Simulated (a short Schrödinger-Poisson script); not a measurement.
Stack: gated In0.52Al0.48As/In0.53Ga0.47As modulation-doped gas in a quantum well, at 20 K.

```
layer        material  thickness (nm)  Nd (cm⁻³)  Na (cm⁻³)
-----  --------------  --------------  ---------  ---------
1      In0.52Al0.48As              20          -          -
2      In0.52Al0.48As              30     1.5e18          -
3      In0.52Al0.48As               3          -          -
4      In0.53Ga0.47As              10          -          -
5      In0.52Al0.48As            4000          -       5e14
```

Constants are typed, rounded textbook-type inputs, not results; the design itself was drawn at random and stands for no fabricated device. In0.52Al0.48As: permittivity 12.5, conduction-band edge (eV) 0.52, gap (eV) 1.45, electron mass (mₑ) 0.075, Nv at 300 K (cm⁻³) 1.1e19. In0.53Ga0.47As: permittivity 13.9, conduction-band edge (eV) 0, gap (eV) 0.74, Nv at 300 K (cm⁻³) 7.7e18.

Channel valleys (confinement mass, in-plane density-of-states mass, number): Γ 0.041, 0.041, 1. At the gate the conduction-band edge of layer 1 lies 0.65 eV − eVg above the Fermi level of the channel; the field vanishes at the back. Donor level 0.006 eV below the band edge. The barrier under the gate holds no holes. Gaps are held at their typed values at every temperature. Mesh 0.08 nm at interfaces.

From a short Schrödinger-Poisson script (our own, NumPy): 1D Poisson equation in equilibrium, electrons quantum, Hartree (BenDaniel-Duke, 40 states a valley, the channel's in-plane mass for all, wave functions free to enter the barrier), parabolic valleys, classical holes, donors ionised by Fermi statistics, acceptors fully, no traps, pinning or gate leakage.

Only gate voltages with over 1e8 electrons/cm² are shown.

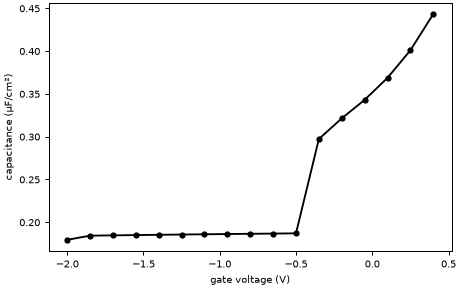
Fig. 1. Quasi-static capacitance against gate voltage

```tsv
Vg (V)	electrons (cm⁻²)	in the channel layer	C (μF/cm²)	Γ E0 (meV)	Γ E1 (meV)
0.4	1.90e12	1.83e12	0.443	-110.8	11.8
0.1	1.90e12	1.83e12	0.369	-110.7	17.2
-0.2	1.89e12	1.83e12	0.321	-110.6	25.2
-0.5	1.77e12	1.71e12	0.187	-103.4	43.0
-0.8	1.42e12	1.38e12	0.186	-83.1	63.7
-1.1	1.07e12	1.04e12	0.186	-62.7	84.5
-1.4	7.27e11	7.09e11	0.185	-42.5	105.5
-1.7	3.82e11	3.72e11	0.185	-22.3	126.8
-2	3.78e10	3.69e10	0.179	-1.6	148.9
```

Subbands count from the Fermi level.
